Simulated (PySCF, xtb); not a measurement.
Bond stretch in SMILES [GeH4], singlet. The Ge1–H5 bond (Ge1 also carries H, H, H; H5 carries nothing else) is varied alone, starting from the PBE0/def2-TZVP optimised geometry.

```
5

Ge     0.0000     0.0000     0.0000
H      1.2528    -0.7233    -0.5115
H      0.0000     1.4467    -0.5115
H     -1.2528    -0.7233    -0.5115
H      0.0000     0.0000     1.5344
```

RMP2/3-21G = restricted MP2 (frozen core)/3-21G in PySCF; GFN1-xTB (xtb); RKS-B3LYP = restricted B3LYP/cc-pVDZ in PySCF.

Energies are in mEh, each relative to the lowest point of its own curve near equilibrium.

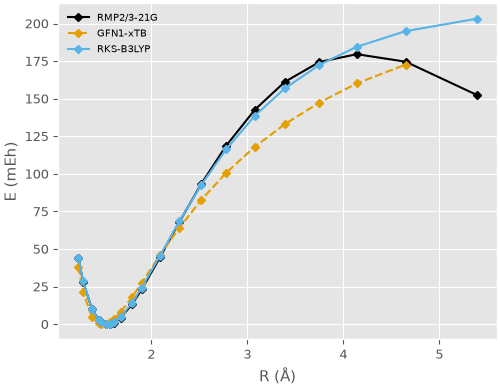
Energy against bond length for each method.

```json
[
 {"R / Å": "1.24", "RMP2/3-21G": "43.7", "GFN1-xTB": "38.3", "RKS-B3LYP": "44.3"},
 {"R / Å": "1.29", "RMP2/3-21G": "28.2", "GFN1-xTB": "21.3", "RKS-B3LYP": "28.4"},
 {"R / Å": "1.38", "RMP2/3-21G": "10.3", "GFN1-xTB": "5.1", "RKS-B3LYP": "10.2"},
 {"R / Å": "1.45", "RMP2/3-21G": "3.1", "GFN1-xTB": "0.6", "RKS-B3LYP": "2.9"},
 {"R / Å": "1.48", "RMP2/3-21G": "1.4", "GFN1-xTB": "0.0", "RKS-B3LYP": "1.2"},
 {"R / Å": "1.53", "RMP2/3-21G": "0.0", "GFN1-xTB": "0.4", "RKS-B3LYP": "0.0"},
 {"R / Å": "1.57", "RMP2/3-21G": "0.1", "GFN1-xTB": "1.6", "RKS-B3LYP": "0.2"},
 {"R / Å": "1.61", "RMP2/3-21G": "1.0", "GFN1-xTB": "3.5", "RKS-B3LYP": "1.2"},
 {"R / Å": "1.68", "RMP2/3-21G": "4.2", "GFN1-xTB": "8.0", "RKS-B3LYP": "4.8"},
 {"R / Å": "1.80", "RMP2/3-21G": "13.3", "GFN1-xTB": "18.0", "RKS-B3LYP": "14.3"},
 {"R / Å": "1.90", "RMP2/3-21G": "23.1", "GFN1-xTB": "27.5", "RKS-B3LYP": "24.3"},
 {"R / Å": "2.09", "RMP2/3-21G": "44.5", "GFN1-xTB": "45.9", "RKS-B3LYP": "45.6"},
 {"R / Å": "2.29", "RMP2/3-21G": "67.8", "GFN1-xTB": "64.0", "RKS-B3LYP": "68.3"},
 {"R / Å": "2.52", "RMP2/3-21G": "93.3", "GFN1-xTB": "82.6", "RKS-B3LYP": "92.6"},
 {"R / Å": "2.78", "RMP2/3-21G": "118.8", "GFN1-xTB": "100.7", "RKS-B3LYP": "116.4"},
 {"R / Å": "3.08", "RMP2/3-21G": "142.8", "GFN1-xTB": "118.1", "RKS-B3LYP": "138.8"},
 {"R / Å": "3.39", "RMP2/3-21G": "161.2", "GFN1-xTB": "133.0", "RKS-B3LYP": "156.8"},
 {"R / Å": "3.75", "RMP2/3-21G": "174.4", "GFN1-xTB": "147.4", "RKS-B3LYP": "172.5"},
 {"R / Å": "4.14", "RMP2/3-21G": "179.6", "GFN1-xTB": "160.2", "RKS-B3LYP": "184.5"},
 {"R / Å": "4.65", "RMP2/3-21G": "174.6", "GFN1-xTB": "172.7", "RKS-B3LYP": "194.9"},
 {"R / Å": "5.39", "RMP2/3-21G": "152.5", "GFN1-xTB": "—", "RKS-B3LYP": "203.2"}
]
```

At the longest distance, 5.39 Å, RKS-B3LYP lies highest above its minimum (203.2 mEh) and RMP2/3-21G lowest (152.5 mEh).

The RMP2/3-21G curve passes through a maximum at 4.14 Å and then falls by 27.1 mEh up to the last usable point.

A dash means that the run gave no value there, or that the column was ended at a point which the program doubted or which failed a test of continuity chosen for this set; such a test can also cut sound points.

The restricted form behind RMP2/3-21G, RKS-B3LYP keeps the bonding electrons paired and can't separate into open-shell fragments. At the longest distance RKS-B3LYP leaves fractional charges on the fragments, a sign of delocalisation error or of the restricted form.
